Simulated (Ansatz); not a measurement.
# MgSc (Pm-3m): from the cell to its phonons, part 2 of 2

How does MgSc (Pm-3m) vibrate, and is this structure a minimum?

Ansatz 0.2.0; DFT PBEsol, scalar-relativistic, plane waves, PAW.

So far. Step 3 (Relaxing to small forces for the phonons): The forces vanish by symmetry and the pressure is 0.000 GPa, within the tolerances set. The cell now holds 22.61 Å³/atom. The relaxed cell has a = 3.563 Å (conventional setting).

### Step 4. Modes at Γ

The zone centre comes first: it holds the modes that light can see, as far as symmetry allows. No field response is asked, since the mesh shows no gap.

input.yaml reads:

```yaml
crystal:
  lattice:
    - [3.5628400337, 0.0, 0.0]
    - [0.0, 3.5628400337, 0.0]
    - [0.0, 0.0, 3.5628400337]
  atoms:
    - { symbol: Mg, position: [0.0, 0.0, 0.0] }
    - { symbol: Sc, position: [0.5, 0.5, 0.5] }
kpoints:
  mp_grid: { grid: [12, 12, 12] }
hamiltonian:
  xc: pbesol
scf:
  occupations: { method: methfessel_paxton, width: 0.15 }
output:
  eigenvalues: true
phonons:
  method: dfpt
```

Launch:

```bash
> ansatz run input.yaml --threads 4 --pin off --max-ram 7168MiB --backend cpu --events-out ev --progress --plain --runs-dir out
```

Numbers of over 12 decimals in the logs are rounded to 6 here.

What it wrote:

```text
[...]
Crystal: 2 atoms, lattice volume = 45.226 Å³
Basis set: ecut = 420 eV, 895 PW (Γ), exchange–correlation on 48×48×48 points (8 copies of the dense FFT grid, shifted against one another)
Bands: 15, of which v1, the nominal top of the filled ones, is band 11 counted from 1 (10 counted from 0)
Symmetry: 48 space group operations
k-points: 196 of 1728 (irreducible under 8 space group operations, time reversal used)
[...]
SCF iter   1: F=—  HF=-4023.486611 eV  |F-HF|=—  |Δ(HF+E_count)|=         —  Δρ=4.27e-3  dr2=8.96e-3  ethr=1.77e-3  ⟨swp⟩=4.9  Hψ=12893  notcnv=0
[...]
SCF iter   8: F=-4023.482661 eV  HF=-4023.482661 eV  |F-HF|=9.09e-13  |Δ(HF+E_count)|=  7.96e-11  S|Δr|=    0.00e0  Δρ=4.83e-8  dr2=4.34e-13  ethr=1.00e-12  ⟨swp⟩=4.7  Hψ=14135  notcnv=0
SCF 1 converged in 8 iterations: F = -4023.482661 eV  dr2 = 4.34e-13
[...]
DFPT response loops at Γ: preconditioner auto → Kerker (q_TF=auto, 2.401 Å⁻¹) (partly filled bands, converged f_vac=0.000); β = 1.00, the filter's whole step (`scf.mixing.beta` (0.50) is not read by the response loops under this deck's `scf.mixing.preconditioner`; to damp them name `kerker` or `kerker_dos`, under which they read `scf.mixing.beta`, and type it under 1.00, their step now; both keys bind the ground state too); Broyden in place of MSR1
SCF converged after 8 iterations
[...]
Free energy (F): -4023.482661 eV
[...]
Internal energy: -4023.480587 eV  (E = F + TS)
E sigma→0 (E₀):  -4023.482143 eV
Entropy (-TS):   -0.002074 eV (-1.037 meV/atom)
Fermi energy:    7.756360 eV
[...]
--- Band table (eV; the first three rows and the last of 196) ---
  k-point 0: bands = [... 7 lower, -20.4285, 1.7363, 7.6301, 7.6301, 10.2297, 10.2297, 10.2297, 13.0738]
  k-point 1: bands = [... 7 lower, -20.4280, 1.8268, 7.6031, 7.6660, 10.1143, 10.1143, 10.2387, 12.6206]
  k-point 2: bands = [... 7 lower, -20.4266, 2.0951, 7.4652, 7.7677, 9.8463, 9.8463, 10.2635, 11.8272]
  k-point 195: bands = [... 7 lower, -20.5007, 6.7814, 6.7814, 6.7814, 10.7963, 10.7963, 10.7963, 10.9907]
--- Phonons (Γ-DFPT): 2 representative perturbations + reference, on 196 of 1728 k-points (Σ response iterations 6) ---
  k mesh reduced under 8 symmetry operations, with k and −k counted as one. Each operation leaves every solved perturbation unchanged. A smaller set is not used because it would not reduce the number of displacements times k-points to solve
  ASR residual: 6.334e-5 → 0.000e0 eV/Å²; symmetrization residual: 2.730e-6 eV/Å²
  ASR residual per site (eV/Å²): 6.33e-5 5.34e-6
  Γ frequencies (cm⁻¹): 0.00 0.00 0.00 265.48 265.48 265.48
  non-analytic LO–TO correction: not included (Born effective charges unavailable; polar crystals: no LO–TO splitting at Γ)
```

Run time: 13 s. Hardware: 4 threads of Arm Neoverse N1, shared host; peak memory 0.66 GiB; 49 s of CPU time.

Reading the cycles: dr2 is the Hartree energy of the density residual (eV), the measure of convergence; HF is the Harris–Foulkes estimate of the energy, which meets the free energy F at convergence.

Numbers from this step:

| Item | Value |
| --- | --- |
| sum-rule residual before enforcement | 6.33e-5 eV/Å² |
| point group | m-3m |
| highest optical mode at the zone centre (no LO-TO term) | 265.5 cm⁻¹ |
| lowest optical zone-centre mode | 265.5 cm⁻¹ |

Patterns of degenerate modes are one choice out of their space. Modes at Γ, with each element's share of the kinetic energy:

```csv
mode,frequency (cm⁻¹),symmetry,Mg %,Sc %
1,0.0,acoustic,35,65
2,0.0,acoustic,35,65
3,0.0,acoustic,35,65
4,265.5,T1u,65,35
5,265.5,T1u,65,35
6,265.5,T1u,65,35
```

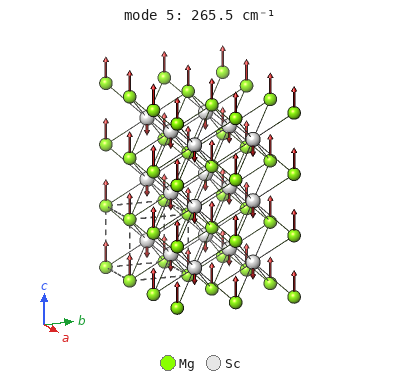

Displacement patterns of mode 5 at Γ; arrows are exaggerated. 3×2×3 cells are drawn. Some periodic images of atoms are drawn too.

Before it was imposed, the acoustic sum rule was missed by 6.3e-5 eV/Å². Small misses are needed for a sound result but don't prove that mesh and cutoff are converged. The lowest optical mode is real, 265 cm⁻¹.

### Step 5. The dispersion

Stability and thermal properties need the whole zone. Linear response on a 4×4×4 q mesh gives force constants as far as a supercell of that size would.

Changes to input.yaml since step 4:

```diff
@@ -18 +18,8 @@
   method: dfpt
+  qmesh: [4, 4, 4]
+  temperatures: { t_max: 1000, t_step: 50 }
+  qpath:
+    path:
+      - [[0.0, 0.0, 0.0], [0.0, 0.5, 0.0], [0.5, 0.5, 0.0], [0.0, 0.0, 0.0], [0.5, 0.5, 0.5], [0.0, 0.5, 0.0]]
+      - [[0.5, 0.5, 0.5], [0.5, 0.5, 0.0]]
+    npoints: 10
```

What it wrote:

```text
[...]
Crystal: 2 atoms, lattice volume = 45.226 Å³
Basis set: ecut = 420 eV, 895 PW (Γ), exchange–correlation on 48×48×48 points (8 copies of the dense FFT grid, shifted against one another)
Bands: 15, of which v1, the nominal top of the filled ones, is band 11 counted from 1 (10 counted from 0)
Symmetry: 48 space group operations
k-points: 84 of 1728
[...]
SCF iter   1: F=—  HF=-4023.486668 eV  |F-HF|=—  |Δ(HF+E_count)|=         —  Δρ=4.28e-3  dr2=9.03e-3  ethr=1.77e-3  ⟨swp⟩=4.9  Hψ=5499  notcnv=0
[...]
SCF iter   8: F=-4023.482661 eV  HF=-4023.482661 eV  |F-HF|=4.55e-13  |Δ(HF+E_count)|=  7.50e-11  S|Δr|=    0.00e0  Δρ=5.19e-8  dr2=5.61e-13  ethr=1.00e-12  ⟨swp⟩=6.0  Hψ=5117  notcnv=0
SCF 1 converged in 8 iterations: F = -4023.482661 eV  dr2 = 5.61e-13
[...]
phonons: the bands overlap, so this run is a metal and interpolates without the dipole-dipole term. If the crystal is really an insulator or semiconductor, its LO-TO splitting is missing
NSCF: frozen V_eff on 84 k-points
[...]
DFPT response loops at q = (0, 0, 0) (fractional): preconditioner auto → Kerker (q_TF=auto, 2.401 Å⁻¹) (partly filled bands, converged f_vac=0.000); β = 1.00, the filter's whole step (`scf.mixing.beta` (0.50) is not read by the response loops under this deck's `scf.mixing.preconditioner`; to damp them name `kerker` or `kerker_dos`, under which they read `scf.mixing.beta`, and type it under 1.00, their step now; both keys bind the ground state too); Broyden in place of MSR1
[...]
SCF converged after 8 iterations
[...]
Free energy (F): -4023.482661 eV
[...]
Internal energy: -4023.480587 eV  (E = F + TS)
E sigma→0 (E₀):  -4023.482143 eV
Entropy (-TS):   -0.002074 eV (-1.037 meV/atom)
Fermi energy:    7.756360 eV
[...]
--- Band table (eV; the first three rows and the last of 84) ---
  k-point 0: bands = [... 7 lower, -20.4285, 1.7363, 7.6301, 7.6301, 10.2297, 10.2297, 10.2297, 13.0738]
  k-point 1: bands = [... 7 lower, -20.4280, 1.8268, 7.6031, 7.6660, 10.1143, 10.1143, 10.2387, 12.6206]
  k-point 2: bands = [... 7 lower, -20.4266, 2.0951, 7.4652, 7.7677, 9.8463, 9.8463, 10.2635, 11.8272]
  k-point 83: bands = [... 7 lower, -20.5007, 6.7814, 6.7814, 6.7814, 10.7963, 10.7963, 10.7963, 10.9907]
--- Phonons (Γ-DFPT): 2 representative perturbations + reference (Σ response iterations 6) ---
  ASR residual: 6.826e-5 → 0.000e0 eV/Å²; symmetrization residual: 2.737e-6 eV/Å²
  ASR residual per site (eV/Å²): 6.83e-5 5.18e-6
  Γ frequencies (cm⁻¹): 0.00 0.00 0.00 265.48 265.48 265.48
--- Phonons (arbitrary-q DFPT): 10 irreducible q on the 4×4×4 mesh ---
  q = [0.0000, 0.0000, 0.0000] (star 1, of the zone-centre solve; hermiticity 1.34e-6, symmetrization 1.23e-12): -0.00 -0.00 0.00 265.48 265.48 265.48
  q = [0.0000, 0.0000, 0.2500] (star 6, 4 solved perturbations in 1848 linear systems a pass and spin channel, the states on 588 of 1728 k-point pairs; hermiticity 1.05e-6, symmetrization 6.13e-13): 100.71 100.71 100.87 241.98 249.88 249.88
[...]
q = [0.0000, 0.2500, -0.5000] (star 12, 6 solved perturbations on 588 of 1728 k-point pairs; hermiticity 7.17e-7, symmetrization 3.02e-8): 92.60 104.40 149.61 229.07 236.70 239.42
[...]
sum rule: each row above includes the acoustic sum rule's correction from the zone centre's row sums; it moved no ω² by more than (0.87 cm⁻¹)²
  mesh force constants: q→R imaginary residual 3.04e-18; ASR residual 6.826e-5 → 0.000e0 eV/Å²; symmetrization residual 6.217e-15 eV/Å²
  interpolated dispersion: 62 rows × 6 modes
  density of states and harmonic sums: on the 20×20×20 q-mesh, interpolated from the force constants of a 4×4×4 supercell (no non-analytic term)
  largest difference from the sums on the solved wave vectors: F 1.18e-2 eV, S 1.58e-5 and C_V 4.01e-6 eV/K
  zero-point energy: 0.066291 eV/cell   skipped modes (ω ≤ 0): 3   left out of the sums: 6.25e-5 of the cell's modes: C_V's classical limit lies that fraction below 3 k_B per atom; for a crystal, a wire or a layer, F and S can be off by more, and a phonons.interpolated_qmesh denser along its periods is the remedy for the sampling
```

Run time: 6.7 min. Hardware: 4 threads; peak memory 1.7 GiB.

This step gave:

| Quantity | Value |
| --- | --- |
| sum-rule residual before enforcement | 6.83e-5 eV/Å² |
| lowest frequency on the path | 0 cm⁻¹ |
| highest frequency on the path or at a solved wavevector | 265.9 cm⁻¹ |
| mean frequency | 178.2 cm⁻¹ |
| Debye temperature (second moment) | 352 K |
| logarithmic mean frequency | 164 cm⁻¹ |
| lowest mode on the q mesh (acoustic modes at Γ apart) | 51.38 cm⁻¹ |
| zero-point energy per atom | 33.15 meV |
| heat capacity at 300 K | 23.32 J/(mol atoms K) |
| vibrational entropy at 300 K | 31.78 J/(mol atoms K) |
| edges of the widest gap between branches, on path and mesh | 178.5, 207.7 cm⁻¹ |

Frequencies (cm⁻¹) solved at each irreducible wavevector; negative means imaginary. Frequencies by wavevector, by row:

```csv
q in reciprocal lattice units,star,mode 1,mode 2,mode 3,mode 4,mode 5,mode 6
0 0 0,1,0,0,0,265.5,265.5,265.5
0 0 0.25,6,100.7,100.7,100.9,242,249.9,249.9
0 0 -0.5,3,132.7,163.7,163.7,207.7,222.8,222.8
0 0.25 0.25,12,51.4,124.6,153,216.2,240,261.6
0 0.25 -0.5,12,92.6,104.4,149.6,229.1,236.7,239.4
0 -0.5 -0.5,3,67.8,67.8,133.9,234.3,251.1,251.1
0.25 0.25 0.25,8,117.6,117.6,124.8,228.5,249.4,249.4
0.25 0.25 -0.5,12,98.2,115.4,171.2,224.1,236.7,244.8
0.25 -0.5 -0.5,6,126.5,126.5,169.7,228.2,240.1,240.1
-0.5 -0.5 -0.5,1,175.4,175.4,175.4,215.7,215.7,215.7
```

Interpolated from a 4×4×4 q mesh. Phonon branches along the path, in cm⁻¹:

```csv
point,branch 1,branch 2,branch 3,branch 4,branch 5,branch 6
Γ,0,0,0,266,266,266
X,133,164,164,208,223,223
M,68,68,134,234,251,251
Γ,0,0,0,266,266,266
R,175,175,175,216,216,216
X,133,164,164,208,223,223
jump to R,175,175,175,216,216,216
M,68,68,134,234,251,251
```

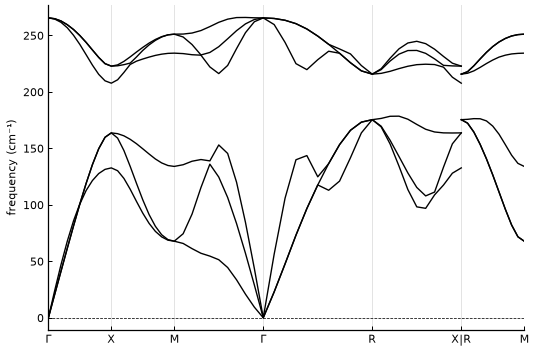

Phonon branches along the path.

The phonon density of states has structure finer than the step of the table below, so its rows give means over 20 cm⁻¹, whole bins alone (the curve runs from 2.5 to 268 cm⁻¹). Peaks (cm⁻¹: height): 147.5: 0.0514, 227.5: 0.0888.

Tetrahedra on a 20×20×20 mesh, mean over bins of 5 cm-1. Interpolated from a 4×4×4 q mesh. Table of phonon density of states by wavenumber; means over each step:

```csv
wavenumber (cm⁻¹),phonon density of states (1/cm⁻¹/cell)
20,5.8e-4
40,0.00233
60,0.00913
80,0.0196
100,0.0276
120,0.0291
140,0.0337
160,0.0233
180,0.00455
200,2.5e-4
220,0.0428
240,0.0790
```

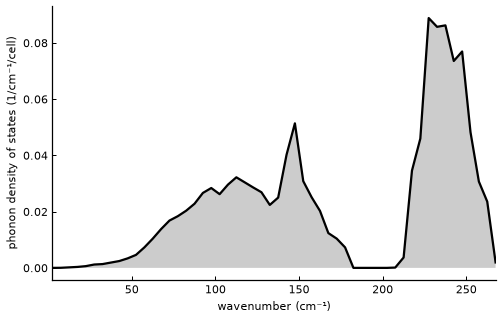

Phonon density of states against wavenumber.

The partial phonon density of states has structure finer than the step of the table below, so its rows give means over 25 cm⁻¹, whole bins alone (the curve runs from -10 to 284 cm⁻¹). Peaks (cm⁻¹: height): Mg 230.3: 0.0870; Sc 112.0: 0.0307, 132.3: 0.0261, 147.1: 0.0449, 246.9: 0.0219.

Phonopy on the run's constants, 15x15x15 mesh, Gaussian sigma 2.1 cm-1. Interpolated from a 4×4×4 q mesh. Partial phonon density of states against wavenumber; means over each step; values in 1/cm⁻¹/cell:

```csv
wavenumber (cm⁻¹),Mg,Sc
25,3.6e-4,6.8e-4
50,0.00170,0.00337
75,0.00542,0.0119
100,0.00731,0.0203
125,0.00525,0.0220
150,0.00269,0.0305
175,3.6e-4,0.00822
200,5.4e-4,2.5e-5
225,0.0534,0.00636
250,0.0410,0.0157
```

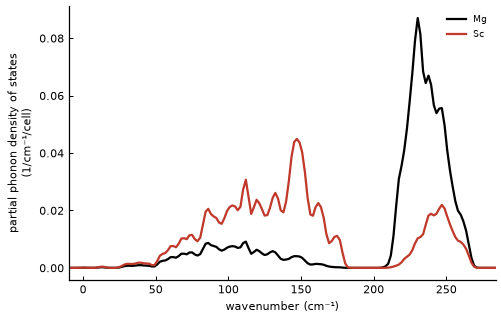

Partial phonon density of states, plotted against wavenumber.

Second derivatives of the energy by pair, one row for each kind of neighbour of each atom listed. Each entry sums the pair over the periodic images of the supercell that the q mesh stands for, and in a polar crystal it holds the long-range dipole part too. Force constants by pair, by row:

```csv
atom,neighbour,distance (Å),third of the trace (eV/Å²),along the pair's line (eV/Å²)
Mg1,itself,0,4.245,–
Mg1,Sc,3.086,-0.4802,-1.364
Mg1,Mg,3.563,-0.0019,0.1448
Mg1,Mg,5.039,-0.0032,-0.012
Mg1,Sc,5.908,-0.0093,-0.037
Mg1,Mg,6.171,-0.0032,-0.011
Mg1,Mg,7.126,-0.0197,-0.055
Sc2,itself,0,4.034,–
Sc2,Mg,3.086,-0.4802,-1.364
Sc2,Sc,3.563,-0.0726,-0.0168
Sc2,Sc,5.039,0.0705,0.2143
Sc2,Mg,5.908,-0.0093,-0.037
Sc2,Sc,6.171,-0.0257,-0.0836
Sc2,Sc,7.126,-0.0204,-0.1114
```

Harmonic thermodynamic functions per atom, from the density of states. Interpolated from a 4×4×4 q mesh. Thermodynamic functions, by row:

```csv
T (K),F_vib (meV/atom),S (J/mol-atom/K),C_V (J/mol-atom/K)
0,33.15,0,0
50,32.77,2.628,6.006
100,29.62,9.756,14.86
200,12.45,22.65,21.52
300,-16.01,31.78,23.32
400,-52.63,38.59,24
500,-95.52,43.99,24.34
600,-143.5,48.44,24.52
700,-195.7,52.23,24.63
800,-251.6,55.53,24.7
900,-310.7,58.44,24.75
1000,-372.6,61.05,24.79
```

Harmonic mean-square displacement, third of the trace. Interpolated from a 4×4×4 q mesh. Mean square displacements, by row:

```csv
T (K),Mg1 U_eq (Å²),Sc2 U_eq (Å²)
0,0.00384,0.00303
100,0.00558,0.00514
300,0.01295,0.01322
600,0.02509,0.026
```

Symmetry leaves 10 wavevectors to solve. The lowest mode among them, the acoustic zeros apart, lies at q = (0, 0.25, 0.25) and is real, 51.4 cm⁻¹.

### Step 6. Results

* space group after relaxation (within 0.01 Å): Pm-3m
* volume per atom: 22.6 Å³
* electronic character: no gap on this mesh
* highest optical mode at the zone centre (no LO-TO term): 265 cm⁻¹
* lowest optical zone-centre mode: 265 cm⁻¹
* lowest mode on the q mesh (acoustic modes at Γ apart): 51.4 cm⁻¹
* highest frequency on the path or at a solved wavevector: 266 cm⁻¹
* zero-point energy per atom: 33.1 meV
* heat capacity at 300 K: 23.3 J/(mol atoms K)
* vibrational entropy at 300 K: 31.8 J/(mol atoms K)
* Debye temperature (second moment): 352 K
* imaginary modes on the 4×4×4 q mesh: none

What this shows: The structure is a minimum as far as tested: no mode is imaginary at the 10 irreducible wavevectors of the 4×4×4 mesh, and the softest away from the acoustic zeros lies at 51 cm⁻¹. The optical modes at Γ form one degenerate level at 265 cm⁻¹. The highest mode in this list at Γ, 265.5 cm⁻¹, has its largest share on Mg (65 % of the kinetic energy). On the path and the mesh, the widest gap between branches runs from 178 to 208 cm⁻¹. With no gap, or one that is small against the smearing, the frequencies hang on the k mesh and the smearing, most of all near Kohn anomalies. The phonon runs are without spin polarisation, although the cell has an odd electron count. These are harmonic frequencies at zero temperature: anharmonic shifts, linewidths and thermal expansion are left out.

[Logs are printed without paths, hosts, clocks, repeated set-up lines and the standing remarks that a program may print on its own settings, such as how far it seeks lower states.]

[Hosts, paths, dates, database ids (printed as entryN), source tags and the programs' standing remarks are cut or masked in the printed files.]
